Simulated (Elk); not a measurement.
Band structure of Ta2N (P-3m1, 3 atoms in the cell).

```
Ta2N
1.0
    3.09418     0.00000     0.00000
   -1.54709     2.67964     0.00000
    0.00000     0.00000     4.84062
Ta N
2 1
Cartesian
  1.54709   0.89321   3.60767
  0.00000   1.78643   1.23295
  0.00000   0.00000   0.00000
```

Method of the run: PBE, all-electron FP-LAPW, Elk's shipped species files, APW+lo basis with extra local orbitals run with Elk 10.2.4.

Settings: xctype = 20; rgkmax = 7.5; stype = 0; swidth = 0.00499791 Ha; ngridk = 12 12 7; gmaxvr = 16 1/bohr; nxlo = 2; lorbcnd = true; rmtscf = 0.83; lmaxi = 2.

The starting cell comes from a database of computed structures (which also holds hypothetical and non-ambient phases and stackings), without a prior relaxation at this level. Its lattice was rescaled by a random factor within 2.5 % of one. Spin-orbit coupling is off. Spin polarisation is off. Values depend on the basis (sphere radii, cutoffs, local orbitals), which need not be converged.

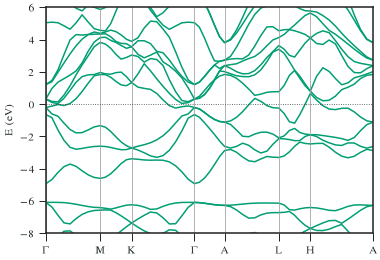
Fig. 1. Bands along the path, energies from the Fermi level.

Levels in eV from the Fermi level, bands 27 to 34:
```
point     27     28     29     30    31    32    33    34
-----  -----  -----  -----  -----  ----  ----  ----  ----
Γ      -4.94  -0.65  -0.21  -0.21  0.30  0.31  0.31  1.21
M      -4.61  -2.61  -1.34   1.83  1.95  3.82  4.12  4.34
K      -3.39  -2.72  -2.72   1.33  1.33  3.04  3.55  3.55
A      -2.88  -2.62  -1.12  -1.12  1.84  2.01  2.38  2.38
L      -3.31  -2.14  -2.10  -0.25  0.77  3.39  3.63  4.13
H      -2.47  -1.90  -1.90   0.66  0.80  0.80  4.10  4.10
```

Bands cross the Fermi level along this path, so the cell is metallic at this level.
